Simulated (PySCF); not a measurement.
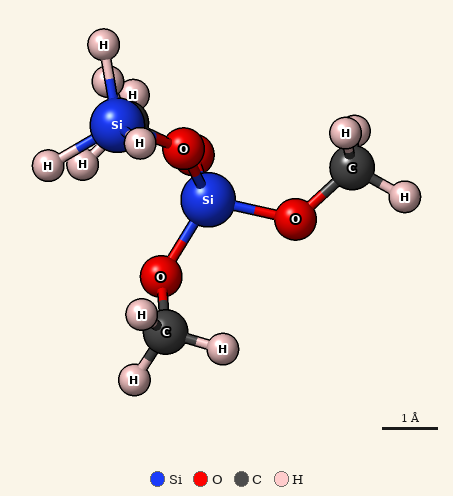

The structure as given in the input (ball-and-stick view, seen at a tilt). Bond lengths as drawn: C–H 1.10 to 1.11 Å, C–O 1.40 Å, H–Si 1.49 to 1.50 Å and O–Si 1.64 to 1.65 Å.

**Excited-state calculation, with input and output: C3H12O4Si2**

System: C3H12O4Si2 ((OMe)3Si-O-SiH3).
Method: TDDFT CAM-B3LYP/def2-SVPD, vertical, gas phase, core orbitals frozen in the response (PySCF 2.14.0).

The geometry comes from this level: PBE0-D3(BJ)/def2-SVP. It belongs to a series of runs on one base structure; here: OMe, O.

**Input file**
```
{"job": {"kind": "uv", "xc": "CAM-B3LYP", "basis": "def2-SVPD", "ip": false, "nstates": 10}, "charge": 0, "multiplicity": 1}
Si    -0.502341    -0.242700    -0.008532
O     -1.888795     0.451305     0.510684
C     -2.191657     0.746561     1.847900
O     -0.529058    -0.323099    -1.645372
C     -0.742471     0.765398    -2.502792
O     -0.389371    -1.758432     0.600979
C      0.727362    -2.594565     0.476715
O      0.780245     0.656060     0.504763
Si     2.324023     1.168499     0.202840
H     -2.215412    -0.165574     2.468621
H     -3.185325     1.216938     1.887926
H     -1.458290     1.446008     2.286188
H      0.109473     1.469785    -2.493215
H     -1.654978     1.323730    -2.232887
H     -0.857681     0.388192    -3.529817
H      1.633632    -2.140781     0.918447
H      0.940549    -2.837861    -0.578713
H      0.526179    -3.534792     1.011478
H      3.211650     0.754350     1.328374
H      2.340930     2.655929     0.085760
H      2.834597     0.571048    -1.068938
```

The first line tells a small driver script what to run in PySCF; the rest is the geometry in Å.

Run as:
```bash
OMP_NUM_THREADS=2 python <driver script> task.json out
```

**The program's output**
```
coarse grid: 18296 points
cycle   1  E = -1000.5753074296  dE =  1.067e+00  |g| = 1.167e+00  |ddm| = 8.880e+00
cycle   2  E = -1000.4412477758  dE =  1.341e-01  |g| = 1.468e+00  |ddm| = 5.201e+00
cycle   3  E = -1000.8262151953  dE = -3.850e-01  |g| = 6.267e-02  |ddm| = 2.108e+00
cycle   4  E = -1000.8268559710  dE = -6.408e-04  |g| = 3.663e-02  |ddm| = 2.271e-01
cycle   5  E = -1000.8270854302  dE = -2.295e-04  |g| = 1.346e-02  |ddm| = 9.050e-02
cycle   6  E = -1000.8271176009  dE = -3.217e-05  |g| = 1.773e-03  |ddm| = 2.467e-02
cycle   7  E = -1000.8271183367  dE = -7.358e-07  |g| = 3.523e-04  |ddm| = 7.556e-03
final grid: 166776 points
cycle   8  E = -1000.9953748869  dE = -3.438e-05  |g| = 3.863e-03  |ddm| = 9.175e-02
cycle   9  E = -1000.9953751175  dE = -2.306e-07  |g| = 3.968e-03  |ddm| = 1.429e-02
cycle  10  E = -1000.9953781531  dE = -3.036e-06  |g| = 4.178e-04  |ddm| = 5.617e-03
cycle  11  E = -1000.9953781848  dE = -3.164e-08  |g| = 1.718e-04  |ddm| = 7.847e-04
cycle  12  E = -1000.9953781910  dE = -6.261e-09  |g| = 2.669e-05  |ddm| = 4.102e-04
cycle  13  E = -1000.9953781912  dE = -1.562e-10  |g| = 1.228e-05  |ddm| = 1.161e-04
```

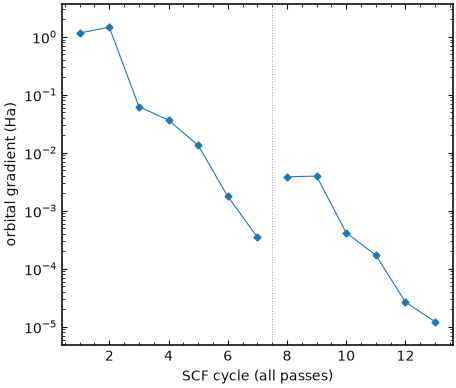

Convergence of the self-consistent field: orbital gradient against the SCF cycle. The dotted line marks the change from a coarse to the final integration grid. The first 7 cycles use a coarse grid, the final grid takes over at cycle 8, and the field converges after 13 cycles in all.

```
converged SCF energy = -1000.9953781912

Static polarisability (au): isotropic 98.707, principal 95.440 99.974 100.706

Singlet excitations
state   eV       nm        f      main configurations
  1   7.5180    164.9   0.00031   H->L 0.61, H-3->L 0.08
  2   7.6471    162.1   0.00329   H-1->L 0.51
  3   7.9503    155.9   0.00094   H-4->L 0.19, H-2->L 0.18, H-7->L 0.12
  4   7.9970    155.0   0.00028   H-3->L 0.33, H-6->L 0.10, H-1->L 0.10
  5   8.1250    152.6   0.00326   H-2->L 0.37, H-4->L 0.16, H->L+2 0.13
  6   8.4745    146.3   0.02790   H->L+1 0.29, H-4->L 0.12, H-3->L 0.11
  7   8.5239    145.5   0.01611   H-4->L 0.17, H-3->L 0.12, H-7->L 0.12
  8   8.5693    144.7   0.01895   H-6->L 0.12, H->L+2 0.11, H->L+3 0.09
  9   8.5864    144.4   0.01781   H-5->L 0.28, H->L+1 0.09
 10   8.6528    143.3   0.02429   H-1->L+2 0.17, H-5->L 0.16, H->L+2 0.08

Triplet excitations (Tamm-Dancoff, eV): 7.1997 7.3206 7.6772 7.7490
```

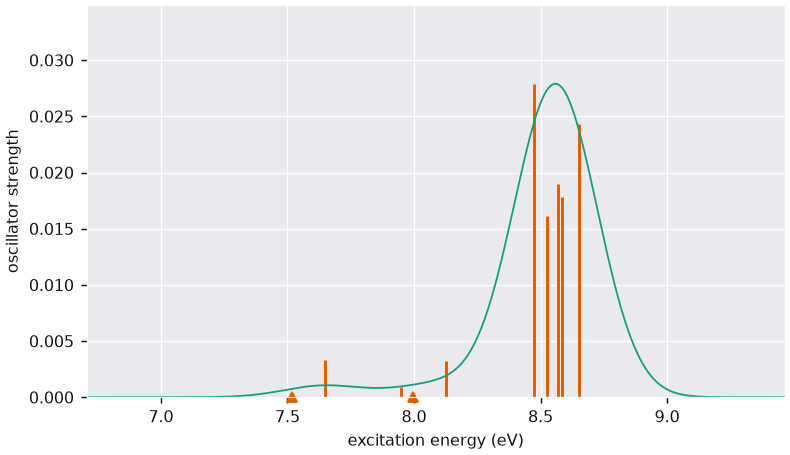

Computed excitations as sticks (degenerate states added up, dark ones marked on the axis), with a Gaussian envelope of 0.35 eV full width at half maximum, scaled to the tallest. Of the 10 states the lowest lies at 7.52 eV (f = 0.000); the strongest line is at 8.47 eV, or 146 nm (f = 0.028).

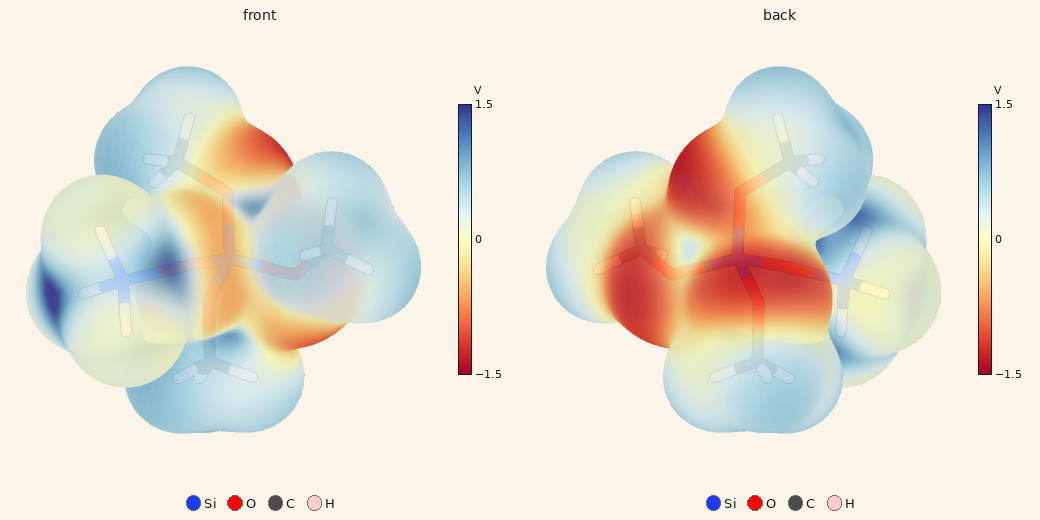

The electrostatic potential painted on the density surface at 0.002 e/bohr³, seen at a tilt and from behind; the colour scale runs from red (negative) to blue (positive). A positive charge is drawn to the negative regions and a negative charge to the positive ones.

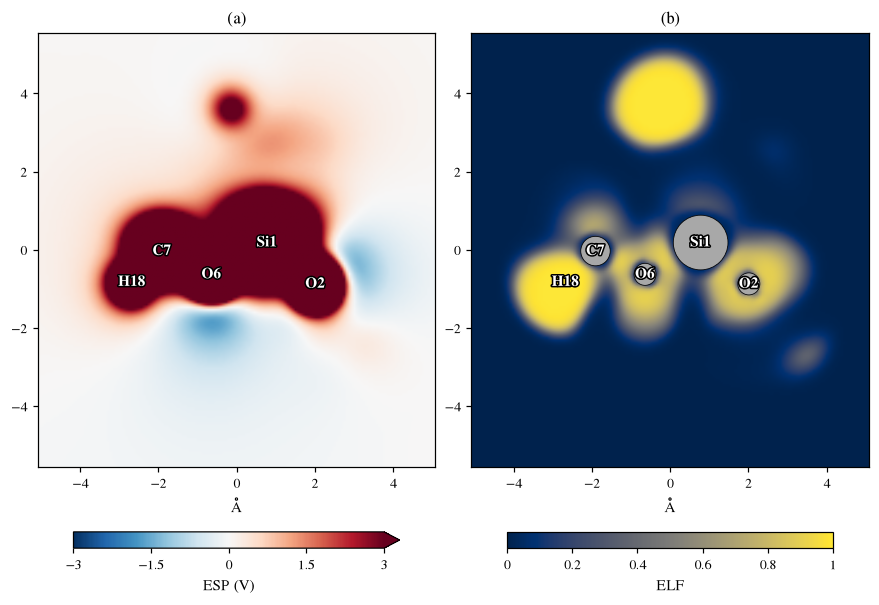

(a) electrostatic potential; (b) electron localisation function on the plane of atoms Si1, O6 and C7. Grey discs, where drawn, cover atomic cores. Atoms in the plane: Si, O, C and H. Si–O (1.64 Å): the ELF peaks at about 0.85 between the atoms (a shared but strongly polarised pair). C–H (1.10 Å): the ELF climbs to about 1 towards the hydrogen, as it does in any bond to H (a covalent bond by its length).

**Key numbers**

- outcome: converged
- total energy: −1000.995378 hartree
- HOMO: −9.72 eV
- LUMO: 0.82 eV
- dipole moment: 1.30 D
- mean polarisability: 98.71 a.u.
- lowest singlet excitation: 7.52 eV
- hardware: 2 CPU threads, shared host
- wall time: 76 s (CPU time 2.8 min)
- peak memory: 2.1 GiB
